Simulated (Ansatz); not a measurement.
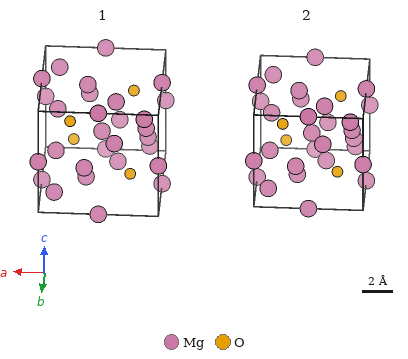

Two geometries of solid Mg₅O (a generated structure, set up in F-43m) (coarse preliminary run), drawn at one scale. One is the start of a relaxation, the other its converged end. Style: ball-and-stick. Shown: the conventional cell (4 times the calculation's cell), from a free direction. Lengths and directions refer to the drawn axes.

Method: DFT PBE, scalar-relativistic, plane waves, PAW in Ansatz 0.2.0. Set-up: plane-wave cutoff 420 eV; k-point mesh 4 × 4 × 4; occupations gaussian; smearing width 0.1 eV; collinear spin; cell and atoms relaxed; force threshold 0.04 eV/Å; at most 70 steps.

### Which of the two is the end point?

Structure 1 is the relaxed one. The largest moves relative to the cell, 0.010 Å, are those of Mg atoms. O stays in place. The drawn cell changes as follows: a = b = c 7.329 → 8.062 Å (+10.0 %); the volume changes by +33.1 %. Some distances before and after: Mg–Mg 2.575 → 2.850 Å, Mg–Mg 2.607 → 2.851 Å. The space group stays F-43m (No. 216). The energy falls by 241 meV per atom in 4 accepted moves (6 points after the start). The largest force component goes from 0.15 to 0.0022 eV/Å. The pressure goes from 17.67 to 0.21 GPa. The SCF was repeated twice at an unchanged geometry on a basis and grid sized afresh for the cell, which shifted the energy by 14.3 meV per atom at most.
